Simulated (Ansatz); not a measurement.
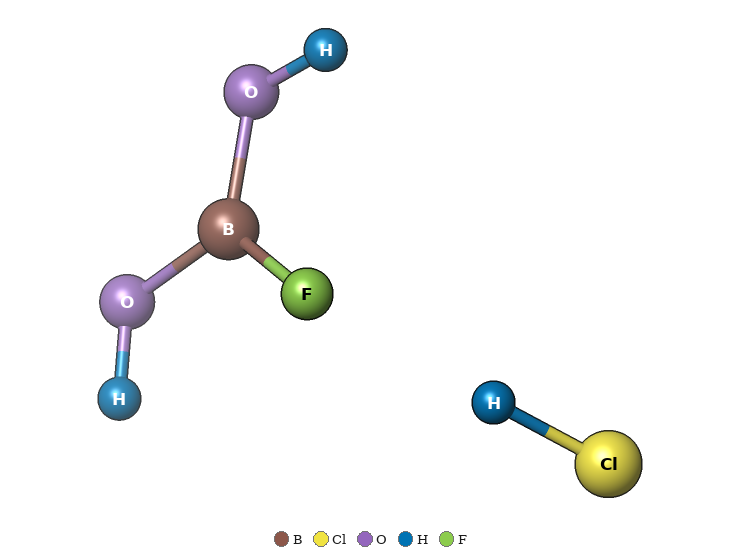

Depth is shown by fading: the farther an atom, the more it takes the colour of the background. The computed structure is the end point of a PBE0-D4/def2-TZVP optimisation.

Question: Which symmetry elements does this geometry have?

Answer: It has 1 mirror plane, so the point group is Cs. The group has 2 operations. The geometry is achiral, and symmetry allows a dipole moment.
